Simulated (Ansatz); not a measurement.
# C₂H₉BSSi: how energies converge with the basis set

How large a basis does C₂H₉BSSi need? Two functionals are run in growing sets.

Computed with Ansatz 0.2.0, Gaussian basis. Level: one geometry, several basis sets.

The runs, in order: PBE0-D4/def2-SVP; ωB97M-V/def2-SVP; PBE0-D4/def2-QZVPP; ωB97M-V/def2-QZVPP; the functionals' def2-TZVPP values are taken from earlier runs.

## (1) Structure used throughout

An earlier PBE0-D4 in a triple-zeta def2 set relaxation fixed the geometry.

SMILES `B[Si](C)(C)S`, 14 atoms, charge 0, spin multiplicity 1.

Atoms are counted from 1 here; the program's logs count them from 0.

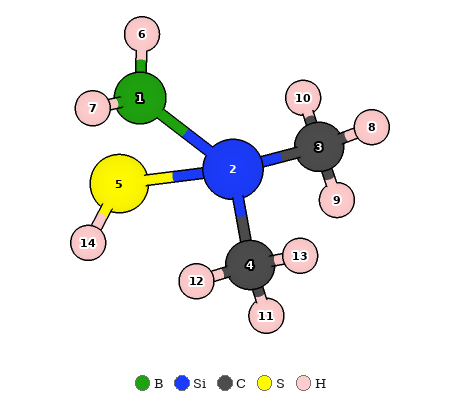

The structure; boron green, silicon blue, carbon dark grey, sulfur yellow, hydrogen pink; atoms are numbered from 1 in the order of the file.

Coordinates:

```xyz
14

B    -0.6493    1.7961   -0.5450
Si   -0.0700    0.1013    0.2126
C     1.4218   -0.0783    1.3193
C    -0.9818   -1.5169    0.0103
S     0.6549    0.7942   -1.8215
H    -0.0491    2.7757   -0.2030
H    -1.7162    1.9055   -1.0751
H     1.0942   -0.2045    2.3558
H     2.0289   -0.9451    1.0491
H     2.0435    0.8177    1.2746
H    -0.3146   -2.3312   -0.2809
H    -1.7796   -1.4266   -0.7294
H    -1.4448   -1.7896    0.9638
H    -0.2509    0.0725   -2.5017
```

## (2) PBE0-D4 in def2-SVP

Input file in.yaml:

```yaml
crystal:
  periodic: [false, false, false]
  atoms:
    - {symbol: B, position_ang: [-0.649344, 1.796138, -0.544978]}
    - {symbol: Si, position_ang: [-0.069974, 0.101339, 0.212616]}
    - {symbol: C, position_ang: [1.421838, -0.078348, 1.319267]}
    - {symbol: C, position_ang: [-0.981782, -1.516852, 0.010259]}
    - {symbol: S, position_ang: [0.654888, 0.794241, -1.821459]}
    - {symbol: H, position_ang: [-0.049139, 2.775726, -0.203032]}
    - {symbol: H, position_ang: [-1.716200, 1.905483, -1.075105]}
    - {symbol: H, position_ang: [1.094177, -0.204468, 2.355816]}
    - {symbol: H, position_ang: [2.028885, -0.945134, 1.049107]}
    - {symbol: H, position_ang: [2.043514, 0.817652, 1.274572]}
    - {symbol: H, position_ang: [-0.314600, -2.331243, -0.280874]}
    - {symbol: H, position_ang: [-1.779611, -1.426573, -0.729351]}
    - {symbol: H, position_ang: [-1.444841, -1.789648, 0.963815]}
    - {symbol: H, position_ang: [-0.250910, 0.072486, -2.501654]}
basis:
  gaussian: {orbitals: def2-SVP}
hamiltonian: {xc: pbe0, dispersion: d4}
output: {orbitals: {seedname: orbitals}}
```

Command:

```
> ansatz run in.yaml --threads 4 --pin off --events-out ev --progress --plain --max-ram 10444MiB
```

Standard output:

```text
Functional definition: PBE0
  name "PBE0"
  cite "Adamo & Barone, J. Chem. Phys. 110, 6158 (1999) doi:10.1063/1.478522"
  cite "Perdew, Burke & Ernzerhof, Phys. Rev. Lett. 77, 3865 (1996) doi:10.1103/PhysRevLett.77.3865"
  parent pbe
  parameter a = 0.25
  parameter kappa = 0.804
  parameter beta = 0.06672455060314922
  exchange = (1 - a)*pbe_x(kappa = kappa, mu = beta*pi^2/3) + a*exact_x
  correlation = pbe_c(beta = beta)
1396 factors; their error is unknown
mean field evaluation 1: about -21583.2982 eV, gradient 5.8e1 eV
mean field evaluation 2: about -21582.4807 eV, gradient 5.8e1 eV
mean field evaluation 4: about -21592.0154 eV, gradient 2.0e0 eV
mean field evaluation 8: about -21592.0259 eV, gradient 5.2e-2 eV
mean field evaluation 16: about -21592.1211 eV, gradient 6.5e-5 eV
mean field -21592.12106953 eV, -793.4958136398 hartree, gradient 6.5e-5 eV, S^2 0.000000; 0 other end points of the search recorded, 0 dependent functions left out
reference -21592.12110021 eV, -793.4958147673 hartree; 28, 28 occupied and 95, 95 virtual orbitals, 1396 factors
Total energy: -21592.41704147 eV, -793.5066904079 hartree
```

Wall time 1.5 s (4 threads of Arm Neoverse V1, shared host); peak memory 0.3 GiB.

## (3) ωB97M-V in def2-SVP

Changes to in.yaml since step 2:

```diff
@@ -19,3 +19,3 @@
   gaussian: {orbitals: def2-SVP}
-hamiltonian: {xc: pbe0, dispersion: d4}
+hamiltonian: {xc: {name: wB97M-V}}
 output: {orbitals: {seedname: orbitals}}
```

Launched as before.

Standard output (excerpt; [...] marks lines left out):

```text
Functional definition: wB97M-V
  name "wB97M-V"
  cite "Mardirossian & Head-Gordon, J. Chem. Phys. 144, 214110 (2016) doi:10.1063/1.4952647"
  cite "Becke, J. Chem. Phys. 107, 8554 (1997) doi:10.1063/1.475007"
  cite "Vydrov & Van Voorhis, J. Chem. Phys. 133, 244103 (2010) doi:10.1063/1.3521275"
  # Of w^i u^j: cxij and so on, Table III.
[...]
  gx(w, u) = 1 - cx + cx01*u + cx10*w
  gss(w, u) = css00 + css04*u^4 + css10*w + css20*w^2 + css43*w^4*u^3
  gos(w, u) = cos00 + cos10*w + (cos20 + cos21*u)*w^2 + (cos60 + cos61*u)*w^6
[...]
      + integral(e_c_pw_mod_opposite_spin*gos(b97_w_opposite, b97_u_opposite)) + vv10(b, c)
1393 factors; their error is unknown
409 factors; integrals over basis functions are off by at most 7.5e-6 eV
[...]
mean field -21599.54846991 eV, -793.7687655694 hartree, gradient 6.2e-5 eV, S^2 0.000000; 0 other end points of the search recorded, 0 dependent functions left out
reference -21599.54851719 eV, -793.7687673069 hartree; 28, 28 occupied and 95, 95 virtual orbitals, 1393 factors
Total energy: -21599.54851719 eV, -793.7687673069 hartree
```

Wall time 5.5 s (4 threads of Arm Neoverse V1, shared host); peak memory 0.42 GiB.

## (4) PBE0-D4 in def2-QZVPP

Changes to in.yaml since step 3:

```diff
@@ -18,4 +18,4 @@
 basis:
-  gaussian: {orbitals: def2-SVP}
-hamiltonian: {xc: {name: wB97M-V}}
+  gaussian: {orbitals: "def2-QZVPP.json"}
+hamiltonian: {xc: pbe0, dispersion: d4}
 output: {orbitals: {seedname: orbitals}}
```

Launched as before.

Standard output:

```text
Functional definition: PBE0
  name "PBE0"
  cite "Adamo & Barone, J. Chem. Phys. 110, 6158 (1999) doi:10.1063/1.478522"
  cite "Perdew, Burke & Ernzerhof, Phys. Rev. Lett. 77, 3865 (1996) doi:10.1103/PhysRevLett.77.3865"
  parent pbe
  parameter a = 0.25
  parameter kappa = 0.804
  parameter beta = 0.06672455060314922
  exchange = (1 - a)*pbe_x(kappa = kappa, mu = beta*pi^2/3) + a*exact_x
  correlation = pbe_c(beta = beta)
1866 factors; their error is unknown
mean field evaluation 1: about -21589.9318 eV, gradient 7.3e1 eV
mean field evaluation 2: about -21586.8610 eV, gradient 7.6e1 eV
mean field evaluation 4: about -21602.5614 eV, gradient 4.1e0 eV
mean field evaluation 8: about -21602.6025 eV, gradient 5.9e-2 eV
mean field evaluation 16: about -21602.6169 eV, gradient 5.9e-5 eV
mean field -21602.61690375 eV, -793.8815284331 hartree, gradient 5.9e-5 eV, S^2 0.000000; 0 other end points of the search recorded, 0 dependent functions left out
reference -21602.61695050 eV, -793.8815301510 hartree; 28, 28 occupied and 553, 553 virtual orbitals, 1866 factors
Total energy: -21602.91289175 eV, -793.8924057917 hartree
```

It took 14 s on 4 threads of Arm Neoverse V1, shared host; peak memory 2.6 GiB.

## (5) ωB97M-V in def2-QZVPP

Changes to in.yaml since step 4:

```diff
@@ -19,3 +19,3 @@
   gaussian: {orbitals: "def2-QZVPP.json"}
-hamiltonian: {xc: pbe0, dispersion: d4}
+hamiltonian: {xc: {name: wB97M-V}}
 output: {orbitals: {seedname: orbitals}}
```

Same command.

Standard output (excerpt; [...] marks lines left out):

```text
Functional definition: wB97M-V
  name "wB97M-V"
  cite "Mardirossian & Head-Gordon, J. Chem. Phys. 144, 214110 (2016) doi:10.1063/1.4952647"
  cite "Becke, J. Chem. Phys. 107, 8554 (1997) doi:10.1063/1.475007"
  cite "Vydrov & Van Voorhis, J. Chem. Phys. 133, 244103 (2010) doi:10.1063/1.3521275"
  # Of w^i u^j: cxij and so on, Table III.
[...]
  gx(w, u) = 1 - cx + cx01*u + cx10*w
  gss(w, u) = css00 + css04*u^4 + css10*w + css20*w^2 + css43*w^4*u^3
  gos(w, u) = cos00 + cos10*w + (cos20 + cos21*u)*w^2 + (cos60 + cos61*u)*w^6
[...]
      + integral(e_c_pw_mod_opposite_spin*gos(b97_w_opposite, b97_u_opposite)) + vv10(b, c)
1818 factors; their error is unknown
491 factors; integrals over basis functions are off by at most 8.0e-6 eV
[...]
mean field -21610.22935263 eV, -794.1612807697 hartree, gradient 3.7e-5 eV, S^2 0.000000; 0 other end points of the search recorded, 0 dependent functions left out
reference -21610.22942679 eV, -794.1612834948 hartree; 28, 28 occupied and 553, 553 virtual orbitals, 1818 factors
Total energy: -21610.22942679 eV, -794.1612834948 hartree
```

It took 33 s on 4 threads of Arm Neoverse V1, shared host; peak memory 2.9 GiB.

## (6) Density functionals: the series

The def2-TZVPP values come from earlier runs at the same geometry.

```tsv
functional	basis	functions	energy (eV)	from the largest (eV)	HOMO (eV)	LUMO (eV)
PBE0-D4	def2-SVP	123	-21592.4170	10.496	-6.75	0.24
PBE0-D4	def2-TZVPP	303	-21602.1504	0.763	-6.77	-0.11
PBE0-D4	def2-QZVPP	581	-21602.9129	0.000	-6.78	-0.22
ωB97M-V	def2-SVP	123	-21599.5485	10.681	-8.79	2.13
ωB97M-V	def2-TZVPP	303	-21609.5074	0.722	-8.85	1.55
ωB97M-V	def2-QZVPP	581	-21610.2294	0.000	-8.86	1.18
```

## (7) Results

| quantity | value |
| --- | --- |
| PBE0-D4: double and triple zeta above quadruple | 10.50, 0.76 eV |
| ωB97M-V: double and triple zeta above quadruple | 10.68, 0.72 eV |

**Reading.** PBE0-D4 gains 9.73 eV from double to triple zeta, then 0.76 eV more. Total energies overstate the basis error of differences, where much of it tends to cancel. The LUMO of ωB97M-V is positive and keeps falling with the basis (2.13 to 1.18 eV): an unbound level that the basis holds in place.

For PBE0-D4 the largest set took about 9 times as long as the smallest (14 s against 1.5 s).
